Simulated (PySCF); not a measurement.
C$_{12}$H$_{14}$Si (Si(vinyl)3Ph)

```xyz
27

Si    0.5841    0.8453    0.5074
C     0.6124    0.7882    2.3823
C     0.2901   -0.2808    3.1200
H     0.9437    1.6932    2.9113
H    -0.0462   -1.2173    2.6602
H     0.3463   -0.2720    4.2147
C     2.3532    0.8797   -0.1166
C     2.7986    1.7312   -1.0481
H     3.0658    0.1598    0.3097
H     2.1355    2.4725   -1.5095
H     3.8385    1.7287   -1.3950
C    -0.2906    2.4051   -0.0558
C    -1.2597    2.4267   -0.9788
H     0.0154    3.3614    0.3915
H    -1.6120    1.5076   -1.4614
H    -1.7479    3.3569   -1.2920
C    -0.3066   -0.6663   -0.1730
C    -1.6052   -0.9848    0.2591
C    -2.2838   -2.0877   -0.2552
C    -1.6740   -2.8957   -1.2154
C    -0.3880   -2.5935   -1.6597
C     0.2864   -1.4875   -1.1427
H    -2.0954   -0.3587    1.0108
H    -3.2935   -2.3191    0.0935
H    -2.2044   -3.7618   -1.6191
H     0.0923   -3.2219   -2.4141
H     1.2924   -1.2548   -1.5038
```

Geometry: PBE0-D3(BJ)/def2-SVP.

Method: PBE0/pcSseg-1, SCF density, gas phase, non-relativistic (PySCF 2.14.0).

Question: Predict the electron density and electron localisation function between the atoms.

Answer: C–Si (1.88 Å): the density is about 0.95 e/Å³ at the midpoint; the ELF peaks at about 0.95 between the atoms, as expected for localised, covalent bonding.
C–H (1.09 Å): ρ at the midpoint is about 2 e/Å³; the ELF climbs to about 1 towards the hydrogen, as it does in any bond to H (a covalent bond by its length).
C–C (1.39 Å): ρ is about 2.1 e/Å³ halfway; the ELF peaks at about 0.95 between the atoms; a covalent bond.

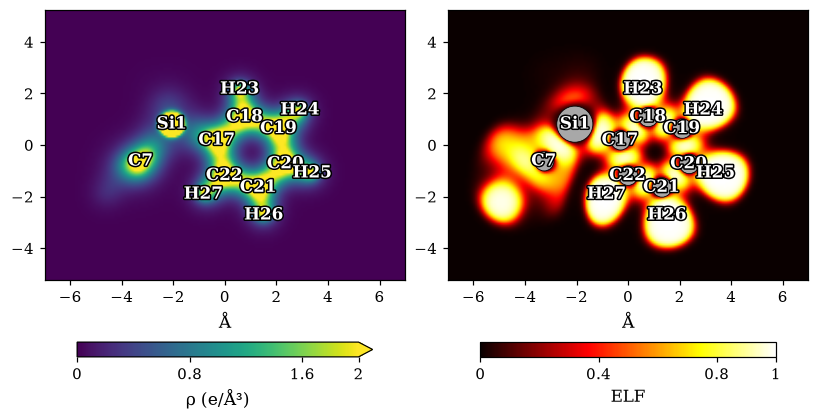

Computed electron density and electron localisation function on the plane of atoms C21, C20 and H25, in this order. Grey discs cover the atomic cores in the ELF map. 
